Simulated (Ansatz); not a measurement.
# SnH2+ (doublet): correlated methods under varied settings at angle H2–Sn1–H3 = 66.3°

Aim: run SnH2+ (doublet) at one geometry under a spread of methods and options, and see what each costs and gives.

Program: Ansatz 0.2.0, Gaussian basis. Level of theory: the settings change from run to run. These are calculated values, not measurements.

15 further runs of the same task are left out: 9 that didn't finish, 6 set aside as unsound or not needed.

## (1) The geometry

The geometry derives from a PBE0/def2-TZVP stationary point (not a proven minimum). One angle is set to the value named; bond lengths are kept. No spin-orbit coupling is included. Elements past krypton take def2 core potentials.

3 atoms, charge 1, spin multiplicity 2.

Atoms are counted from 1 here; the program's logs count them from 0.

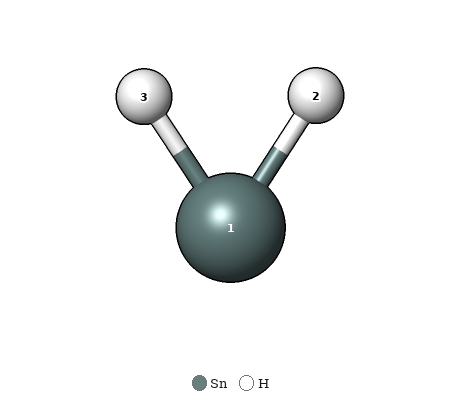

The structure; tin teal, hydrogen white; atoms are numbered from 1 in the order of the file.

## (2) CASCI(5,3)/def2-SVP

in.yaml reads:

```yaml
crystal:
  periodic: [false, false, false]
  atoms:
    - {symbol: Sn, position_ang: [-0.023143, 0.000000, 0.000000]}
    - {symbol: H, position_ang: [1.362827, 0.000000, -0.905227]}
    - {symbol: H, position_ang: [1.362827, 0.000000, 0.905227]}
basis:
  gaussian: {orbitals: def2-SVP}
total_charge: 1
magnetization: {spin_polarized: false, initial_magnetization: 1}
hamiltonian: {pseudopotentials: {relativity: scalar}}
correlation: {active_space: {window: {electrons: 5, orbitals: 3}, fixed_orbitals: true, states: [{multiplicity: 2, weights: [1, 1, 1]}], root: 2}}
output: {forces: true}
```

Command:

```
$ ansatz run in.yaml --threads 1 --pin off --events-out ev --progress --plain --max-ram 2393MiB
```

What it wrote:

```text
Functional definition: HF
  name "HF"
  cite "Fock, Z. Phys. 61, 126 (1930) doi:10.1007/BF01340294"
  parent pbe
  exchange = exact_x
  correlation = 0
782 factors; integrals over basis functions are off by at most 1.5e-7 eV
mean field evaluation 1: about -5825.7476 eV, gradient 1.0e1 eV
mean field evaluation 2: about -5825.7552 eV, gradient 1.0e1 eV
mean field evaluation 4: about -5826.5015 eV, gradient 9.8e-1 eV
mean field evaluation 8: about -5826.5157 eV, gradient 3.5e-3 eV
mean field evaluation 16: about -5825.9609 eV, gradient 1.1e-2 eV
mean field evaluation 32: about -5826.5112 eV, gradient 7.4e-1 eV
mean field -5826.51568932 eV, -214.1205022283 hartree, gradient 6.9e-7 eV, S^2 0.750000; 6 other end points of the search recorded, 0 dependent functions left out
reference -5826.51568932 eV, -214.1205022283 hartree; 12, 11 occupied and 24, 25 virtual orbitals, 782 factors
state -5826.51568932 eV, -214.1205022283 hartree
state -5824.87467056 eV, -214.0601959013 hartree
state -5817.49917439 eV, -213.7891514163 hartree
the calculation of the forces begins
Total energy: -5817.49917439 eV, -213.7891514163 hartree
Relativity: scalar
Atom 0 at    -0.023143     0.000000     0.000000 Å, force    -6.439340    -0.000000    -0.000000 eV/Å
Atom 1 at     1.362827     0.000000    -0.905227 Å, force     3.219670     0.000000    -4.855715 eV/Å
Atom 2 at     1.362827     0.000000     0.905227 Å, force     3.219670     0.000000     4.855715 eV/Å
Dipole moment:     0.344966     0.000000     0.000000 e Å
```

Run time: 2.1 s. Hardware: 1 thread of AMD EPYC, shared host.

From the report: 2 determinants; active occupations (of the averaged states) 1.67, 1.67, 1.67.

## (3) CCSD(T) on UHF/def2-SVP

in.yaml reads:

```yaml
crystal:
  periodic: [false, false, false]
  atoms:
    - {symbol: Sn, position_ang: [-0.023143, 0.000000, 0.000000]}
    - {symbol: H, position_ang: [1.362827, 0.000000, -0.905227]}
    - {symbol: H, position_ang: [1.362827, 0.000000, 0.905227]}
basis:
  gaussian: {orbitals: def2-SVP, fitting: {mean_field: def2-universal-jkfit}}
total_charge: 1
magnetization: {spin_polarized: true, initial_magnetization: 1}
correlation: {method: ccsd_t, electrons: outside_noble_gas, diis_vectors: 2}
accuracy: high
```

Same command.

What it wrote (excerpt; [...] marks lines left out):

```text
Functional definition: HF
  name "HF"
  cite "Fock, Z. Phys. 61, 126 (1930) doi:10.1007/BF01340294"
  parent pbe
[...]
254 factors; integrals over basis functions are off by at most 3.4e-1 eV
[...]
mean field -5826.59478006 eV, -214.1234087596 hartree, gradient 2.5e-8 eV, S^2 0.767614; 10 other end points of the search recorded, 0 dependent functions left out
determinant -5826.59478006 eV, -214.1234087596 hartree, with singles and doubles -5828.74041042 eV, -214.2022592209 hartree
determinant -5826.15901990 eV, -214.1073948690 hartree, with singles and doubles -5828.34219086 eV, -214.1876249217 hartree
determinant -5824.21273689 eV, -214.0358702875 hartree, with singles and doubles -5826.00353786 eV, -214.1016810092 hartree
determinant -5824.19111681 eV, -214.0350757644 hartree, with singles and doubles -5826.02003013 eV, -214.1022870892 hartree
determinant -5823.19500496 eV, -213.9984693290 hartree, with singles and doubles -5825.92282145 eV, -214.0987147360 hartree
determinant -5826.59478006 eV, -214.1234087596 hartree, with singles and doubles -5828.73576700 eV, -214.2020885781 hartree
determinant -5826.15901990 eV, -214.1073948690 hartree, with singles and doubles -5828.34060812 eV, -214.1875667572 hartree
9 core orbitals not correlated: weight in the atoms' cores, before any rotation towards them, 0.998 or more for the frozen orbitals, at most 0.001 for the correlated occupied ones
reference -5826.59478006 eV, -214.1234087596 hartree; 3, 2 occupied and 24, 25 virtual orbitals, 254 factors
second order -1.57214095 eV of doubles, -0.00000000 eV of singles
cycle   1  -2.14098715 eV  change   -2.1e-7 eV  update   2.3e-6
[...]
cycle  13  -2.14098710 eV  change   2.0e-11 eV  update  2.7e-10
perturbative correction -0.04203149 eV, -0.0015446288 hartree
Total energy: -5828.77779866 eV, -214.2036332132 hartree
```

Run time: 3.2 s. Hardware: 1 thread of AMD EPYC, shared host.

From the report: ⟨S²⟩ of the determinant 0.768 (pure doublet: 0.75); correlation -2.1830 eV; T1 0.020; largest double amplitude 0.08.

## (4) BCCD on ROHF/def2-SVP

in.yaml reads:

```yaml
crystal:
  periodic: [false, false, false]
  atoms:
    - {symbol: Sn, position_ang: [-0.023143, 0.000000, 0.000000]}
    - {symbol: H, position_ang: [1.362827, 0.000000, -0.905227]}
    - {symbol: H, position_ang: [1.362827, 0.000000, 0.905227]}
basis:
  gaussian: {orbitals: def2-SVP}
total_charge: 1
magnetization: {spin_polarized: false, initial_magnetization: 1}
correlation: {method: bccd, electrons: outside_noble_gas, diis_vectors: 4}
accuracy: high
scf: {lower_state_search: full}
output: {forces: true}
```

Launched as before.

What it wrote (excerpt; [...] marks lines left out):

```text
Functional definition: HF
  name "HF"
  cite "Fock, Z. Phys. 61, 126 (1930) doi:10.1007/BF01340294"
  parent pbe
[...]
836 factors; integrals over basis functions are off by at most 2.8e-9 eV
[...]
mean field -5826.51533066 eV, -214.1204890478 hartree, gradient 5.1e-8 eV, S^2 0.750000; 9 other end points of the search recorded, 0 dependent functions left out
[...]
determinant -5826.51533066 eV, -214.1204890478 hartree, with singles and doubles -5828.72782093 eV, -214.2017965656 hartree
determinant -5825.96049690 eV, -214.1000992834 hartree, with singles and doubles -5828.33720733 eV, -214.1874417804 hartree
determinant -5826.51533066 eV, -214.1204890478 hartree, with singles and doubles -5828.72502807 eV, -214.2016939300 hartree
determinant -5825.96049690 eV, -214.1000992834 hartree, with singles and doubles -5828.33449108 eV, -214.1873419604 hartree
9 core orbitals not correlated: weight in the atoms' cores, before any rotation towards them, 0.999 or more for the frozen orbitals, at most 0.001 for the correlated occupied ones
reference -5826.51533066 eV, -214.1204890478 hartree; 3, 2 occupied and 24, 25 virtual orbitals, 836 factors
second order -1.61392026 eV of doubles, -0.03129909 eV of singles
cycle   1  -2.21077547 eV  change   -1.1e-3 eV  update   5.0e-3
[...]
cycle  20  -2.20957065 eV  change   4.9e-11 eV  update  6.2e-10
[...]
Total energy: -5828.72490131 eV, -214.2016892715 hartree
Atom 0 at    -0.023143     0.000000     0.000000 Å, force    -0.466691    -0.000000    -0.000000 eV/Å
Atom 1 at     1.362827     0.000000    -0.905227 Å, force     0.233345     0.000000    -2.938005 eV/Å
Atom 2 at     1.362827     0.000000     0.905227 Å, force     0.233345    -0.000000     2.938005 eV/Å
Dipole moment:    -0.187792     0.000000     0.000000 e Å
```

Wall time 8.5 s (1 thread of AMD EPYC, shared host).

From the report: correlation -2.2096 eV; largest double amplitude 0.08.

## (5) HF/def2-SVPD

in.yaml reads:

```yaml
crystal:
  periodic: [false, false, false]
  atoms:
    - {symbol: Sn, position_ang: [-0.023143, 0.000000, 0.000000]}
    - {symbol: H, position_ang: [1.362827, 0.000000, -0.905227]}
    - {symbol: H, position_ang: [1.362827, 0.000000, 0.905227]}
basis:
  gaussian: {orbitals: def2-SVPD}
total_charge: 1
magnetization: {spin_polarized: false, initial_magnetization: 1}
hamiltonian: {xc: hf}
output: {forces: true, orbitals: {seedname: orbitals}}
```

The command is unchanged.

What it wrote (excerpt; [...] marks lines left out):

```text
Functional definition: HF
  name "HF"
  cite "Fock, Z. Phys. 61, 126 (1930) doi:10.1007/BF01340294"
  parent pbe
[...]
584 factors; integrals over basis functions are off by at most 1.0e-3 eV
[...]
mean field -5826.53040403 eV, -214.1210429838 hartree, gradient 1.7e-5 eV, S^2 0.750000; 2 other end points of the search recorded, 0 dependent functions left out
[...]
reference -5826.53040403 eV, -214.1210429838 hartree; 12, 11 occupied and 36, 37 virtual orbitals, 584 factors
Total energy: -5826.53040403 eV, -214.1210429838 hartree
Atom 0 at    -0.023143     0.000000     0.000000 Å, force     0.514741    -0.000000    -0.000000 eV/Å
Atom 1 at     1.362827     0.000000    -0.905227 Å, force    -0.257370    -0.000000    -2.947350 eV/Å
Atom 2 at     1.362827     0.000000     0.905227 Å, force    -0.257370     0.000000     2.947350 eV/Å
Dipole moment:    -0.247654    -0.000000    -0.000000 e Å
```

It took 1.5 s on 1 thread of AMD EPYC, shared host.

## (6) CISD/def2-SVPD

Edit in.yaml of step 5 so:

```diff
@@ -10,3 +10,4 @@
 magnetization: {spin_polarized: false, initial_magnetization: 1}
-hamiltonian: {xc: hf}
-output: {forces: true, orbitals: {seedname: orbitals}}
+correlation: {active_space: {ras: {orbitals: [2, 1, 36], electrons: 5, max_holes: 2, max_particles: 2}, fixed_orbitals: true}}
+accuracy: high
+output: {forces: true}
```

The command is unchanged.

What it wrote (excerpt; [...] marks lines left out):

```text
Functional definition: HF
  name "HF"
  cite "Fock, Z. Phys. 61, 126 (1930) doi:10.1007/BF01340294"
  parent pbe
[...]
1101 factors; integrals over basis functions are off by at most 2.4e-9 eV
[...]
mean field -5826.53045198 eV, -214.1210447462 hartree, gradient 8.1e-8 eV, S^2 0.750000; 6 other end points of the search recorded, 0 dependent functions left out
reference -5826.53045198 eV, -214.1210447462 hartree; 12, 11 occupied and 36, 37 virtual orbitals, 1101 factors
state -5828.76399245 eV, -214.2031258444 hartree
[...]
Total energy: -5828.76399245 eV, -214.2031258444 hartree
Atom 0 at    -0.023143     0.000000     0.000000 Å, force    -0.464926    -0.000000    -0.000000 eV/Å
Atom 1 at     1.362827     0.000000    -0.905227 Å, force     0.232463     0.000000    -2.941302 eV/Å
Atom 2 at     1.362827     0.000000     0.905227 Å, force     0.232463     0.000000     2.941302 eV/Å
Dipole moment:    -0.198787    -0.000000     0.000000 e Å
```

It took 7 s on 1 thread of AMD EPYC, shared host.

From the report: 4,167 determinants.

## (7) CCSDT(Q)/def2-SVP

in.yaml reads:

```yaml
crystal:
  periodic: [false, false, false]
  atoms:
    - {symbol: Sn, position_ang: [-0.023143, 0.000000, 0.000000]}
    - {symbol: H, position_ang: [1.362827, 0.000000, -0.905227]}
    - {symbol: H, position_ang: [1.362827, 0.000000, 0.905227]}
basis:
  gaussian: {orbitals: def2-SVP}
total_charge: 1
magnetization: {spin_polarized: false, initial_magnetization: 1}
hamiltonian: {xc: {name: B3LYP}}
correlation: {method: ccsdt_q, electrons: outside_noble_gas}
```

The command is unchanged.

What it wrote (excerpt; [...] marks lines left out):

```text
Functional definition: B3LYP
  name "B3LYP"
  cite "Stephens, Devlin, Chabalowski & Frisch, J. Phys. Chem. 98, 11623 (1994) doi:10.1021/j100096a001"
  cite "Becke, Phys. Rev. A 38, 3098 (1988) doi:10.1103/PhysRevA.38.3098"
  cite "Lee, Yang & Parr, Phys. Rev. B 37, 785 (1988) doi:10.1103/PhysRevB.37.785"
  cite "Vosko, Wilk & Nusair, Can. J. Phys. 58, 1200 (1980) doi:10.1139/p80-159"
[...]
782 factors; integrals over basis functions are off by at most 1.5e-7 eV
[...]
mean field -5854.46452723 eV, -215.1476030772 hartree, gradient 2.0e-6 eV, S^2 0.750000; 6 other end points of the search recorded, 0 dependent functions left out
[...]
9 core orbitals not correlated: weight in the atoms' cores, before any rotation towards them, 0.998 or more for the frozen orbitals, at most 0.001 for the correlated occupied ones
reference -5826.16384748 eV, -214.1075722791 hartree; 3, 2 occupied and 24, 25 virtual orbitals, 782 factors
second order -1.74274979 eV of doubles, -0.21234718 eV of singles
cycle   1  -2.30964531 eV  change   -3.6e-1 eV  update   5.5e-2
[...]
cycle  13  -2.52966924 eV  change    3.2e-7 eV  update   1.9e-7
perturbative correction -0.00100511 eV, -0.0000369369 hartree
Total energy: -5828.69452183 eV, -214.2005728461 hartree
```

Run time: 11 s. Hardware: 1 thread of AMD EPYC, shared host.

From the report: correlation -2.5307 eV; T1 0.034; largest double amplitude 0.08. The orbitals are Kohn-Sham ones, so correlation energy and T1 don't compare with those on Hartree-Fock orbitals.

## (8) BCCD on UHF/def2-SVP

Edit in.yaml of step 7 so:

```diff
@@ -9,4 +9,4 @@
 total_charge: 1
-magnetization: {spin_polarized: false, initial_magnetization: 1}
-hamiltonian: {xc: {name: B3LYP}}
-correlation: {method: ccsdt_q, electrons: outside_noble_gas}
+magnetization: {spin_polarized: true, initial_magnetization: 1}
+correlation: {method: bccd, electrons: outside_noble_gas}
+scf: {lower_state_search: off}
```

The command is unchanged.

What it wrote (excerpt; [...] marks lines left out):

```text
Functional definition: HF
  name "HF"
  cite "Fock, Z. Phys. 61, 126 (1930) doi:10.1007/BF01340294"
  parent pbe
[...]
444 factors; integrals over basis functions are off by at most 1.5e-3 eV
[...]
mean field -5826.59605269 eV, -214.1234555278 hartree, gradient 1.1e-6 eV, S^2 0.767635; 0 other end points of the search recorded, 0 dependent functions left out
9 core orbitals not correlated: weight in the atoms' cores, before any rotation towards them, 0.998 or more for the frozen orbitals, at most 0.001 for the correlated occupied ones
reference -5826.59605269 eV, -214.1234555278 hartree; 3, 2 occupied and 24, 25 virtual orbitals, 444 factors
second order -1.57598575 eV of doubles, -0.00000000 eV of singles
cycle   1  -1.94981667 eV  change   -3.7e-1 eV  update   5.6e-2
[...]
cycle  10  -2.13935024 eV  change   -5.4e-7 eV  update   1.7e-6
Total energy: -5828.73540293 eV, -214.2020751988 hartree
Checks for a lower state left out: stability, starts, cluster_reference, orbital_swaps, neighbouring_geometries, increment
```

Run time: 1.2 s. Hardware: 1 thread of AMD EPYC, shared host.

From the report: ⟨S²⟩ of the determinant 0.768 (pure doublet: 0.75); correlation -2.1394 eV; largest double amplitude 0.08.

## (9) MP2 on UHF/def2-SVPD

Edit in.yaml of step 8 so:

```diff
@@ -7,6 +7,7 @@
 basis:
-  gaussian: {orbitals: def2-SVP}
+  gaussian: {orbitals: def2-SVPD}
 total_charge: 1
 magnetization: {spin_polarized: true, initial_magnetization: 1}
-correlation: {method: bccd, electrons: outside_noble_gas}
+correlation: {method: mp2, electrons: outside_noble_gas}
 scf: {lower_state_search: off}
+output: {forces: true}
```

Same command.

What it wrote (excerpt; [...] marks lines left out):

```text
Functional definition: HF
  name "HF"
  cite "Fock, Z. Phys. 61, 126 (1930) doi:10.1007/BF01340294"
  parent pbe
[...]
584 factors; integrals over basis functions are off by at most 1.0e-3 eV
[...]
mean field -5826.61448854 eV, -214.1241330328 hartree, gradient 6.9e-6 eV, S^2 0.768813; 0 other end points of the search recorded, 0 dependent functions left out
9 core orbitals not correlated: weight in the atoms' cores, before any rotation towards them, 0.998 or more for the frozen orbitals, at most 0.001 for the correlated occupied ones
reference -5826.61448854 eV, -214.1241330328 hartree; 3, 2 occupied and 36, 37 virtual orbitals, 584 factors
second order -1.64163203 eV of doubles, -0.00000000 eV of singles
[...]
Total energy: -5828.25612058 eV, -214.1844618973 hartree
Atom 0 at    -0.023143     0.000000     0.000000 Å, force    -0.046855    -0.000000     0.000000 eV/Å
Atom 1 at     1.362827     0.000000    -0.905227 Å, force     0.023427     0.000000    -2.867960 eV/Å
Atom 2 at     1.362827     0.000000     0.905227 Å, force     0.023427     0.000000     2.867960 eV/Å
Dipole moment:    -0.222116    -0.000000    -0.000000 e Å
Checks for a lower state left out: starts, cluster_reference, orbital_swaps, neighbouring_geometries, increment
```

It took 1.7 s on 1 thread of AMD EPYC, shared host.

From the report: ⟨S²⟩ of the determinant 0.769 (pure doublet: 0.75).

## (10) HF/def2-SVP

in.yaml reads:

```yaml
crystal:
  periodic: [false, false, false]
  atoms:
    - {symbol: Sn, position_ang: [-0.023143, 0.000000, 0.000000]}
    - {symbol: H, position_ang: [1.362827, 0.000000, -0.905227]}
    - {symbol: H, position_ang: [1.362827, 0.000000, 0.905227]}
basis:
  gaussian: {orbitals: def2-SVP, point_charges: [{charge: -1.00, position_ang: [4.043, -0.932, 0.021]}]}
total_charge: 1
magnetization: {spin_polarized: true, initial_magnetization: 1}
hamiltonian: {xc: hf, pseudopotentials: {relativity: scalar}}
output: {forces: true, orbitals: {seedname: orbitals}}
```

Launched as before.

What it wrote (excerpt; [...] marks lines left out):

```text
Functional definition: HF
  name "HF"
  cite "Fock, Z. Phys. 61, 126 (1930) doi:10.1007/BF01340294"
  parent pbe
[...]
444 factors; integrals over basis functions are off by at most 1.5e-3 eV
[...]
mean field -5830.18622681 eV, -214.2553919931 hartree, gradient 1.3e-5 eV, S^2 0.817193; 5 other end points of the search recorded, 0 dependent functions left out
[...]
reference -5830.18622681 eV, -214.2553919931 hartree; 12, 11 occupied and 24, 25 virtual orbitals, 444 factors
Total energy: -5830.18622681 eV, -214.2553919931 hartree
Relativity: scalar
Atom 0 at    -0.023143     0.000000     0.000000 Å, force    -1.464478    -0.182778    -0.662484 eV/Å
Atom 1 at     1.362827     0.000000    -0.905227 Å, force     0.543912     0.026682    -2.088144 eV/Å
Atom 2 at     1.362827     0.000000     0.905227 Å, force     1.902971    -0.091006     2.641888 eV/Å
Dipole moment:     0.288487    -0.037326     0.012351 e Å
```

It took 1.9 s on 1 thread of AMD EPYC, shared host.

From the report: ⟨S²⟩ of the determinant 0.817 (pure doublet: 0.75).

## (11) The runs in one table

Where basis and cores are those of an earlier FCI/def2-SVP run (-5828.7837 eV), and the state is the same kind, the miss against it is given.

| level | correlated | functions | energy (eV) | from FCI (meV) | time |
| --- | --- | --- | --- | --- | --- |
| CASCI(5,3)/def2-SVP (excited root 2 of an average, relativity set) |  | 36 | -5817.4992 |  | 2.1 s |
| CCSD(T) on UHF/def2-SVP | outside noble gas | 36 | -5828.7778 | 5.9 | 3.2 s |
| BCCD on ROHF/def2-SVP | outside noble gas | 36 | -5828.7249 | 58.8 | 8.5 s |
| HF/def2-SVPD |  | 48 | -5826.5304 |  | 1.5 s |
| CISD/def2-SVPD | outside noble gas | 48 | -5828.7640 |  | 7 s |
| CCSDT(Q)/def2-SVP (on B3LYP orbitals) | outside noble gas | 36 | -5828.6945 | 89.2 | 11 s |
| BCCD on UHF/def2-SVP | outside noble gas | 36 | -5828.7354 | 48.3 | 1.2 s |
| MP2 on UHF/def2-SVPD | outside noble gas | 48 | -5828.2561 |  | 1.7 s |
| HF/def2-SVP (beside a point charge, relativity set) |  | 36 | -5830.1862 |  | 1.9 s |

## (12) Summary of results

```
quantity                                        value
    runs                                            9
quickest                  BCCD on UHF/def2-SVP, 1.2 s
 slowest  CCSDT(Q)/def2-SVP (on B3LYP orbitals), 11 s
```

In words: Total energies in different bases, with other cores or another treatment of relativity can't be set against each other. CCSDT(Q)/def2-SVP (on B3LYP orbitals) took 9 times as long as BCCD on UHF/def2-SVP; the jobs differ in more than the method. Among the correlated runs with a miss given, it spans +6 to +89 meV. Cores frozen from Kohn-Sham orbitals shift the total energy.
